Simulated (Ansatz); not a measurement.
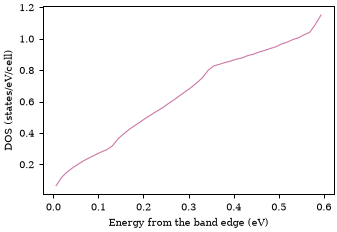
Figure. Density of states of GaS (R-3m) above the conduction band minimum, Ansatz (an electronic-structure program) with PBEsol+D3BJ, rigid bands; cell volume 81.4 Å³.

What effective density of states at 300 K does this give (∫ g(E) exp(−E/k_BT) dE, both spins, divided by the cell's size)?

3.9e19 cm⁻³, a density-of-states mass of 1.35 mₑ, valleys and band degeneracy included.

Spin-orbit coupling is left out. Geometry: cell and atoms relaxed with PBEsol+D3(BJ).

Computed structure with no diffraction record at hand here (it may be known, metastable or hypothetical): GaS (R-3m). PBEsol with a dispersion correction tends to overbind, so the cell can be several per cent short, in bad cases over ten, which usually narrows a gap: GaS (R-3m).
